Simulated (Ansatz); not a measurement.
# SiCl₄ + HF: a complex and its separated parts

The complex below is one end of an elementary step. How strongly is it bound against its free parts?

The runs use Ansatz 0.2.0, Gaussian basis; PBE0-D4/def2-TZVP structures, single points in def2-TZVPP, no counterpoise correction.

Levels: SPW92, PBE-D4, BLYP-D4, r2SCAN-D4, B97M-V, PBE0-D4, B3LYP-D4, r2SCAN0-D4, BHLYP-D4, CAM-B3LYP-D4, wB97X-V, wB97M-V, B2PLYP, PBE-QIDH, RPA on PBE, Hartree-Fock, MP2, CCSD, CCSD(T).

Correlated methods freeze the cores. B3LYP uses VWN-RPA correlation. B2PLYP carries no dispersion term here.

94 further runs of the same task are left out: 94 set aside as unsound or not needed.

### Step 1. Where the work starts

The complex: 7 atoms, charge 0, spin multiplicity 1.

Atoms are counted from 1 here; the program's logs count them from 0.

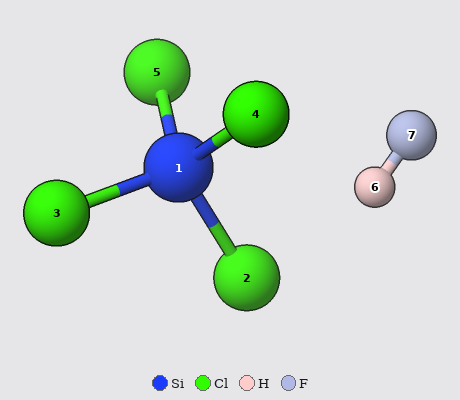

Start geometry, drawn with silicon blue, chlorine green, hydrogen pink, fluorine light blue; atoms are numbered from 1 in the order of the file.

Coordinates:

```mol
Cl4FHSi
  3D, bonds by distance, orders not assigned

  7  5  0  0  0  0  0  0  0  0999 V2000
   -0.3820   -0.7239   -0.5603 Si  0  0
    1.5943   -0.4070   -0.1474 Cl  0  0
   -0.5214   -2.3474   -1.7501 Cl  0  0
   -1.3661   -1.0403    1.1680 Cl  0  0
   -1.1184    0.8960   -1.5033 Cl  0  0
    1.1424    1.4835    1.1816 H   0  0
    0.6512    2.1390    1.6113 F   0  0
  1  2  8  0
  1  3  8  0
  1  4  8  0
  1  5  8  0
  6  7  8  0
M  END
```

Its parts: SiCl₄ holds atoms 1, 2, 3, 4, 5; HF holds atoms 6, 7. Each part counts its atoms afresh in its own runs.

### Step 2. Relaxing SiCl₄ alone

Contents of relax-a/in.yaml:

```yaml
crystal:
  periodic: [false, false, false]
  atoms:
    - {symbol: Si, position_ang: [-0.381974, -0.723856, -0.560301]}
    - {symbol: Cl, position_ang: [1.594306, -0.406954, -0.147358]}
    - {symbol: Cl, position_ang: [-0.521394, -2.347368, -1.750063]}
    - {symbol: Cl, position_ang: [-1.366084, -1.040321, 1.167960]}
    - {symbol: Cl, position_ang: [-1.118421, 0.896007, -1.503280]}
basis:
  gaussian: {orbitals: def2-TZVP}
hamiltonian: {xc: pbe0, dispersion: d4}
relax: {f_tol: 0.005, max_steps: 200}
```

The run is started by

```bash
> ansatz run in.yaml --threads 8 --pin off --events-out ev --progress --plain --max-ram 19148MiB
```

The program printed (excerpt; [...] marks lines left out):

```text
Functional definition: PBE0
  name "PBE0"
  cite "Adamo & Barone, J. Chem. Phys. 110, 6158 (1999) doi:10.1063/1.478522"
  cite "Perdew, Burke & Ernzerhof, Phys. Rev. Lett. 77, 3865 (1996) doi:10.1103/PhysRevLett.77.3865"
  parent pbe
[...]
1340 factors; their error is unknown
[...]
mean field -57956.15033548 eV, -2129.8492407394 hartree, gradient 5.1e-5 eV, S^2 0.000000; 0 other end points of the search recorded, 0 dependent functions left out
[...]
reference -57956.15036339 eV, -2129.8492417651 hartree; 41, 41 occupied and 144, 144 virtual orbitals, 1340 factors
[...]
reference -57956.15837751 eV, -2129.8495362782 hartree; 41, 41 occupied and 144, 144 virtual orbitals, 1340 factors
Total energy: -57956.39003745 eV, -2129.8580496242 hartree
Atom 0 at    -0.358712    -0.724499    -0.558609 Å, force     0.000048     0.000038     0.000031 eV/Å
Atom 1 at     1.593149    -0.401538    -0.143537 Å, force     0.000133     0.000010     0.000019 eV/Å
Atom 2 at    -0.534475    -2.347218    -1.751174 Å, force     0.000006    -0.000208    -0.000150 eV/Å
Atom 3 at    -1.370316    -1.040595     1.162748 Å, force    -0.000107    -0.000026     0.000197 eV/Å
Atom 4 at    -1.123213     0.891358    -1.502470 Å, force    -0.000079     0.000187    -0.000097 eV/Å
Dipole moment:    -0.000001    -0.000002    -0.000002 e Å
```

Run time: 9 s. Hardware: 8 threads of Arm Neoverse V1, shared host.

Relaxation path:

```
step  energy from step 1 (eV)  largest force component (eV/Å)
   1                   0.0000                          0.6230
   2                  -0.0070                          0.0780
   3                  -0.0080                          0.0219
   4                  -0.0081                          0.0002
```

Close pairs (by a distance rule), those that changed most:

```
   bond  before (Å)  after (Å)  change (Å)
Si1–Cl2       2.044      2.021      -0.022
Si1–Cl4       2.014      2.021      +0.008
Si1–Cl5       2.014      2.021      +0.008
Si1–Cl3       2.018      2.021      +0.004
```

### Step 3. Relaxing HF alone

Contents of relax-b/in.yaml:

```yaml
crystal:
  periodic: [false, false, false]
  atoms:
    - {symbol: H, position_ang: [1.142437, 1.483461, 1.181570]}
    - {symbol: F, position_ang: [0.651229, 2.139032, 1.611271]}
basis:
  gaussian: {orbitals: def2-TZVP}
hamiltonian: {xc: pbe0, dispersion: d4}
relax: {f_tol: 0.005, max_steps: 200}
```

The run is started by

```bash
> ansatz run in.yaml --threads 8 --pin off --events-out ev --progress --plain --max-ram 19148MiB
```

The program printed (excerpt; [...] marks lines left out):

```text
[... 5 set-up lines as earlier in the session ...]
[...]
200 factors; their error is unknown
[...]
mean field -2731.80095214 eV, -100.3918333100 hartree, gradient 6.9e-6 eV, S^2 0.000000; 0 other end points of the search recorded, 0 dependent functions left out
[...]
reference -2731.80170840 eV, -100.3918611021 hartree; 5, 5 occupied and 32, 32 virtual orbitals, 200 factors
Total energy: -2731.80322169 eV, -100.3919167145 hartree
Atom 0 at     1.141109     1.485233     1.182732 Å, force     0.000419    -0.000559    -0.000366 eV/Å
Atom 1 at     0.652557     2.137260     1.610109 Å, force    -0.000419     0.000559     0.000366 eV/Å
Dipole moment:     0.212840    -0.284059    -0.186189 e Å
```

It took 0.35 s on 8 threads of Arm Neoverse V1, shared host.

Step by step:

```
step  energy from step 1 (eV)  largest force component (eV/Å)
   1                   0.0000                          0.2108
   2                  -0.0007                          0.0431
   3                  -0.0007                          0.0006
```

The bond:

```
 bond  before (Å)  after (Å)  change (Å)
H1–F2       0.925      0.920      -0.005
```

### Step 4. SPW92/def2-TZVPP

Contents of parta/in.yaml:

```yaml
crystal:
  periodic: [false, false, false]
  atoms:
    - {symbol: Si, position_ang: [-0.358712, -0.724499, -0.558609]}
    - {symbol: Cl, position_ang: [1.593149, -0.401538, -0.143537]}
    - {symbol: Cl, position_ang: [-0.534475, -2.347218, -1.751174]}
    - {symbol: Cl, position_ang: [-1.370316, -1.040595, 1.162748]}
    - {symbol: Cl, position_ang: [-1.123213, 0.891358, -1.502470]}
basis:
  gaussian: {orbitals: def2-TZVPP}
hamiltonian: {xc: lda}
```

Contents of partb/in.yaml:

```yaml
crystal:
  periodic: [false, false, false]
  atoms:
    - {symbol: H, position_ang: [1.141109, 1.485233, 1.182732]}
    - {symbol: F, position_ang: [0.652557, 2.137260, 1.610109]}
basis:
  gaussian: {orbitals: def2-TZVPP}
hamiltonian: {xc: lda}
```

Each run has its own folder and the same command.

The run is started by

```bash
> ansatz run in.yaml --threads 8 --pin off --events-out ev --progress --plain --max-ram 19148MiB
```

parta printed (excerpt; [...] marks lines left out):

```text
Functional definition: SPW92
  name "SPW92"
  cite "Dirac, Proc. Camb. Phil. Soc. 26, 376 (1930) doi:10.1017/S0305004100016108"
  cite "Slater, Phys. Rev. 81, 385 (1951) doi:10.1103/PhysRev.81.385"
  cite "Perdew & Wang, Phys. Rev. B 45, 13244 (1992) doi:10.1103/PhysRevB.45.13244"
[...]
1464 factors; their error is unknown
[...]
mean field -57783.01202072 eV, -2123.4865250292 hartree, gradient 2.3e-5 eV, S^2 0.000000; 0 other end points of the search recorded, 0 dependent functions left out
reference -57783.01205619 eV, -2123.4865263327 hartree; 41, 41 occupied and 169, 169 virtual orbitals, 1464 factors
Total energy: -57783.01205619 eV, -2123.4865263327 hartree
```

partb printed (excerpt; [...] marks lines left out):

```text
[... 5 set-up lines as earlier in the session ...]
[...]
215 factors; their error is unknown
[...]
mean field -2716.76650832 eV, -99.8393276904 hartree, gradient 3.5e-5 eV, S^2 0.000000; 0 other end points of the search recorded, 0 dependent functions left out
reference -2716.76651941 eV, -99.8393280977 hartree; 5, 5 occupied and 40, 40 virtual orbitals, 215 factors
Total energy: -2716.76651941 eV, -99.8393280977 hartree
```

Wall times: 0.7 s (parta), 0.1 s (partb) on 8 threads of Arm Neoverse V1, shared host.

### Step 5. PBE-D4/def2-TZVPP

Each input of step 4 (parta, partb) changes in the same lines:

```diff
-hamiltonian: {xc: lda}
+hamiltonian: {xc: pbe, dispersion: d4}
```

Each run has its own folder and the same command.

The run is started by

```bash
> ansatz run in.yaml --threads 8 --pin off --events-out ev --progress --plain --max-ram 19148MiB
```

Log of parta (excerpt; [...] marks lines left out):

```text
Functional definition: PBE
  name "PBE"
[... 2 set-up lines as earlier in the session ...]
[...]
1464 factors; their error is unknown
[...]
mean field -57951.37284644 eV, -2129.6736712554 hartree, gradient 2.3e-5 eV, S^2 0.000000; 0 other end points of the search recorded, 0 dependent functions left out
reference -57951.37288421 eV, -2129.6736726433 hartree; 41, 41 occupied and 169, 169 virtual orbitals, 1464 factors
Total energy: -57951.64326864 eV, -2129.6836090879 hartree
```

Output in partb (excerpt; [...] marks lines left out):

```text
[... 4 set-up lines as earlier in the session ...]
[...]
215 factors; their error is unknown
[...]
mean field -2731.84358434 eV, -100.3934000145 hartree, gradient 4.7e-5 eV, S^2 0.000000; 0 other end points of the search recorded, 0 dependent functions left out
reference -2731.84359645 eV, -100.3934004595 hartree; 5, 5 occupied and 40, 40 virtual orbitals, 215 factors
Total energy: -2731.84549033 eV, -100.3934700584 hartree
```

Times: 1 s (parta), 0.1 s (partb) on 8 threads of Arm Neoverse V1, shared host.

### Step 6. BLYP-D4/def2-TZVPP

The same edit goes into each in.yaml of step 5 (parta, partb):

```diff
-hamiltonian: {xc: pbe, dispersion: d4}
+hamiltonian: {xc: {name: BLYP}, dispersion: d4}
```

One command serves all of them, each in its own folder.

The run is started by

```bash
> ansatz run in.yaml --threads 8 --pin off --events-out ev --progress --plain --max-ram 19148MiB
```

Output in parta (excerpt; [...] marks lines left out):

```text
Functional definition: BLYP
  name "BLYP"
  cite "Becke, Phys. Rev. A 38, 3098 (1988) doi:10.1103/PhysRevA.38.3098"
  cite "Lee, Yang & Parr, Phys. Rev. B 37, 785 (1988) doi:10.1103/PhysRevB.37.785"
[...]
1464 factors; their error is unknown
[...]
mean field -57975.25605705 eV, -2130.5513630565 hartree, gradient 3.6e-5 eV, S^2 0.000000; 0 other end points of the search recorded, 0 dependent functions left out
reference -57975.25643598 eV, -2130.5513769819 hartree; 41, 41 occupied and 169, 169 virtual orbitals, 1464 factors
Total energy: -57975.83956050 eV, -2130.5728064128 hartree
```

Log of partb (excerpt; [...] marks lines left out):

```text
[... 4 set-up lines as earlier in the session ...]
[...]
215 factors; their error is unknown
[...]
mean field -2734.23793126 eV, -100.4813906408 hartree, gradient 3.9e-5 eV, S^2 0.000000; 0 other end points of the search recorded, 0 dependent functions left out
reference -2734.23805487 eV, -100.4813951832 hartree; 5, 5 occupied and 40, 40 virtual orbitals, 215 factors
Total energy: -2734.24263685 eV, -100.4815635682 hartree
```

They took 1.1 s (parta), 0.15 s (partb) on 8 threads of Arm Neoverse V1, shared host.

### Step 7. r2SCAN-D4/def2-TZVPP

The same edit goes into each in.yaml of step 6 (parta, partb):

```diff
-hamiltonian: {xc: {name: BLYP}, dispersion: d4}
+hamiltonian: {xc: r2scan, dispersion: d4}
```

The same command starts each run, in its folder.

The run is started by

```bash
> ansatz run in.yaml --threads 8 --pin off --events-out ev --progress --plain --max-ram 19148MiB
```

Output in parta (excerpt; [...] marks lines left out):

```text
Functional definition: r2SCAN
  name "r2SCAN"
  cite "Furness, Kaplan, Ning, Perdew & Sun, J. Phys. Chem. Lett. 11, 8208 (2020) doi:10.1021/acs.jpclett.0c02405"
  cite "Furness, Kaplan, Ning, Perdew & Sun, J. Phys. Chem. Lett. 11, 9248 (2020) doi:10.1021/acs.jpclett.0c03077"
  parent r2scan
[...]
1464 factors; their error is unknown
[...]
mean field -57971.99862158 eV, -2130.4316545112 hartree, gradient 5.5e-5 eV, S^2 0.000000; 0 other end points of the search recorded, 0 dependent functions left out
reference -57971.99863055 eV, -2130.4316548405 hartree; 41, 41 occupied and 169, 169 virtual orbitals, 1464 factors
Total energy: -57972.05719809 eV, -2130.4338071580 hartree
```

Output in partb (excerpt; [...] marks lines left out):

```text
[... 5 set-up lines as earlier in the session ...]
[...]
215 factors; their error is unknown
[...]
mean field -2733.29261824 eV, -100.4466510281 hartree, gradient 6.5e-6 eV, S^2 0.000000; 0 other end points of the search recorded, 0 dependent functions left out
reference -2733.29262142 eV, -100.4466511449 hartree; 5, 5 occupied and 40, 40 virtual orbitals, 215 factors
Total energy: -2733.29307895 eV, -100.4466679590 hartree
```

Wall times: 2.6 s (parta), 0.4 s (partb) on 8 threads of Arm Neoverse V1, shared host.

### Step 8. B97M-V/def2-TZVPP

The same edit goes into each in.yaml of step 7 (parta, partb):

```diff
-hamiltonian: {xc: r2scan, dispersion: d4}
+hamiltonian: {xc: {name: B97M-V}}
```

One command serves all of them, each in its own folder.

The run is started by

```bash
> ansatz run in.yaml --threads 8 --pin off --events-out ev --progress --plain --max-ram 19148MiB
```

Log of parta (excerpt; [...] marks lines left out):

```text
Functional definition: B97M-V
  name "B97M-V"
  cite "Mardirossian & Head-Gordon, J. Chem. Phys. 142, 074111 (2015) doi:10.1063/1.4907719"
  cite "Becke, J. Chem. Phys. 107, 8554 (1997) doi:10.1063/1.475007"
  cite "Vydrov & Van Voorhis, J. Chem. Phys. 133, 244103 (2010) doi:10.1063/1.3521275"
  # Of w^i u^j: cxij and so on, Table III.
[...]
  gx(w, u) = cx00 + cx01*u + cx02*u^2 + (cx10 + cx11*u)*w
[...]
  gos(w, u) = cos00 + cos01*u + cos03*u^3 + cos10*w + cos32*w^3*u^2
[...]
      + integral(e_c_pw_mod_opposite_spin*gos(b97_w_opposite, b97_u_opposite)) + vv10(b, c)
1464 factors; their error is unknown
[...]
mean field -57960.98388875 eV, -2130.0268705456 hartree, gradient 1.8e-5 eV, S^2 0.000000; 0 other end points of the search recorded, 0 dependent functions left out
reference -57960.98393720 eV, -2130.0268723260 hartree; 41, 41 occupied and 169, 169 virtual orbitals, 1464 factors
Total energy: -57960.98393720 eV, -2130.0268723260 hartree
```

Output in partb (excerpt; [...] marks lines left out):

```text
[... 5 set-up lines as earlier in the session ...]
  # Of w^i u^j: cxij and so on, Table III.
[...]
  gx(w, u) = cx00 + cx01*u + cx02*u^2 + (cx10 + cx11*u)*w
[...]
  gos(w, u) = cos00 + cos01*u + cos03*u^3 + cos10*w + cos32*w^3*u^2
[...]
      + integral(e_c_pw_mod_opposite_spin*gos(b97_w_opposite, b97_u_opposite)) + vv10(b, c)
215 factors; their error is unknown
[...]
mean field -2733.38837601 eV, -100.4501700612 hartree, gradient 2.3e-5 eV, S^2 0.000000; 0 other end points of the search recorded, 0 dependent functions left out
reference -2733.38839372 eV, -100.4501707122 hartree; 5, 5 occupied and 40, 40 virtual orbitals, 215 factors
Total energy: -2733.38839372 eV, -100.4501707122 hartree
```

They took 3.9 s (parta), 0.25 s (partb) on 8 threads of Arm Neoverse V1, shared host.

### Step 9. PBE0-D4/def2-TZVPP

Each input of step 8 (parta, partb) changes in the same lines:

```diff
-hamiltonian: {xc: {name: B97M-V}}
+hamiltonian: {xc: pbe0, dispersion: d4}
+output: {orbitals: {seedname: orbitals}}
```

One command serves all of them, each in its own folder.

The run is started by

```bash
> ansatz run in.yaml --threads 8 --pin off --events-out ev --progress --plain --max-ram 19148MiB
```

parta printed (excerpt; [...] marks lines left out):

```text
[... 5 set-up lines as earlier in the session ...]
[...]
1591 factors; their error is unknown
[...]
mean field -57956.16491974 eV, -2129.8497767011 hartree, gradient 4.2e-5 eV, S^2 0.000000; 0 other end points of the search recorded, 0 dependent functions left out
reference -57956.16494767 eV, -2129.8497777272 hartree; 41, 41 occupied and 169, 169 virtual orbitals, 1591 factors
Total energy: -57956.39660760 eV, -2129.8582910728 hartree
```

Log of partb (excerpt; [...] marks lines left out):

```text
[... 5 set-up lines as earlier in the session ...]
[...]
215 factors; their error is unknown
[...]
mean field -2731.86111965 eV, -100.3940444253 hartree, gradient 4.0e-5 eV, S^2 0.000000; 0 other end points of the search recorded, 0 dependent functions left out
reference -2731.86112837 eV, -100.3940447455 hartree; 5, 5 occupied and 40, 40 virtual orbitals, 215 factors
Total energy: -2731.86264166 eV, -100.3941003578 hartree
```

Times: 1.9 s (parta), 0.1 s (partb) on 8 threads of Arm Neoverse V1, shared host; peak memory 0.76 GiB.

### Step 10. B3LYP-D4/def2-TZVPP

The same edit goes into each in.yaml of step 9 (parta, partb):

```diff
-hamiltonian: {xc: pbe0, dispersion: d4}
-output: {orbitals: {seedname: orbitals}}
+hamiltonian: {xc: {name: B3LYP}, dispersion: d4}
```

Each run has its own folder and the same command.

The run is started by

```bash
> ansatz run in.yaml --threads 8 --pin off --events-out ev --progress --plain --max-ram 19148MiB
```

parta printed (excerpt; [...] marks lines left out):

```text
Functional definition: B3LYP
  name "B3LYP"
  cite "Stephens, Devlin, Chabalowski & Frisch, J. Phys. Chem. 98, 11623 (1994) doi:10.1021/j100096a001"
[... 2 set-up lines as earlier in the session ...]
  cite "Vosko, Wilk & Nusair, Can. J. Phys. 58, 1200 (1980) doi:10.1139/p80-159"
[...]
1543 factors; their error is unknown
[...]
mean field -57977.69704160 eV, -2130.6410675844 hartree, gradient 2.4e-5 eV, S^2 0.000000; 0 other end points of the search recorded, 0 dependent functions left out
reference -57977.69732224 eV, -2130.6410778978 hartree; 41, 41 occupied and 169, 169 virtual orbitals, 1543 factors
Total energy: -57978.14660604 eV, -2130.6575887726 hartree
```

Output in partb (excerpt; [...] marks lines left out):

```text
[... 6 set-up lines as earlier in the session ...]
[...]
215 factors; their error is unknown
[...]
mean field -2734.54625857 eV, -100.4927214606 hartree, gradient 1.9e-5 eV, S^2 0.000000; 0 other end points of the search recorded, 0 dependent functions left out
reference -2734.54634941 eV, -100.4927247989 hartree; 5, 5 occupied and 40, 40 virtual orbitals, 215 factors
Total energy: -2734.54933912 eV, -100.4928346686 hartree
```

Times: 1.7 s (parta), 0.15 s (partb) on 8 threads of Arm Neoverse V1, shared host.

### Step 11. r2SCAN0-D4/def2-TZVPP

The same edit goes into each in.yaml of step 10 (parta, partb):

```diff
-hamiltonian: {xc: {name: B3LYP}, dispersion: d4}
+hamiltonian: {xc: {name: r2SCAN0}, dispersion: d4}
```

Each run has its own folder and the same command.

The run is started by

```bash
> ansatz run in.yaml --threads 8 --pin off --events-out ev --progress --plain --max-ram 19148MiB
```

Log of parta (excerpt; [...] marks lines left out):

```text
Functional definition: r2SCAN0
  name "r2SCAN0"
  cite "Bursch, Neugebauer, Ehlert & Grimme, J. Chem. Phys. 156, 134105 (2022) doi:10.1063/5.0086040"
[... 3 set-up lines as earlier in the session ...]
[...]
1591 factors; their error is unknown
[...]
mean field -57971.55536476 eV, -2130.4153651234 hartree, gradient 4.7e-5 eV, S^2 0.000000; 0 other end points of the search recorded, 0 dependent functions left out
reference -57971.55537187 eV, -2130.4153653847 hartree; 41, 41 occupied and 169, 169 virtual orbitals, 1591 factors
Total energy: -57971.62862795 eV, -2130.4180574958 hartree
```

Output in partb (excerpt; [...] marks lines left out):

```text
[... 6 set-up lines as earlier in the session ...]
[...]
215 factors; their error is unknown
[...]
mean field -2732.94546511 eV, -100.4338933857 hartree, gradient 6.6e-5 eV, S^2 0.000000; 0 other end points of the search recorded, 0 dependent functions left out
reference -2732.94546757 eV, -100.4338934761 hartree; 5, 5 occupied and 40, 40 virtual orbitals, 215 factors
Total energy: -2732.94596954 eV, -100.4339119233 hartree
```

Wall times: 3.2 s (parta), 0.35 s (partb) on 8 threads of Arm Neoverse V1, shared host.

### Step 12. BHLYP-D4/def2-TZVPP

The same edit goes into each in.yaml of step 11 (parta, partb):

```diff
-hamiltonian: {xc: {name: r2SCAN0}, dispersion: d4}
+hamiltonian: {xc: {name: BHLYP}, dispersion: d4}
```

Each run has its own folder and the same command.

The run is started by

```bash
> ansatz run in.yaml --threads 8 --pin off --events-out ev --progress --plain --max-ram 19148MiB
```

Log of parta (excerpt; [...] marks lines left out):

```text
Functional definition: BHLYP
  name "BHLYP"
  cite "Becke, J. Chem. Phys. 98, 1372 (1993) doi:10.1063/1.464304"
[... 2 set-up lines as earlier in the session ...]
[...]
1686 factors; their error is unknown
[...]
mean field -57975.83616821 eV, -2130.5726817487 hartree, gradient 4.6e-5 eV, S^2 0.000000; 0 other end points of the search recorded, 0 dependent functions left out
reference -57975.83635886 eV, -2130.5726887546 hartree; 41, 41 occupied and 169, 169 virtual orbitals, 1686 factors
Total energy: -57976.23206213 eV, -2130.5872305817 hartree
```

Output in partb (excerpt; [...] marks lines left out):

```text
[... 5 set-up lines as earlier in the session ...]
[...]
234 factors; their error is unknown
[...]
mean field -2733.43314084 eV, -100.4518151385 hartree, gradient 1.2e-5 eV, S^2 0.000000; 0 other end points of the search recorded, 0 dependent functions left out
reference -2733.43320138 eV, -100.4518173632 hartree; 5, 5 occupied and 40, 40 virtual orbitals, 234 factors
Total energy: -2733.43492935 eV, -100.4518808647 hartree
```

Wall times: 1.6 s (parta), 0.15 s (partb) on 8 threads of Arm Neoverse V1, shared host.

(Part 1 of 2 ends here.)
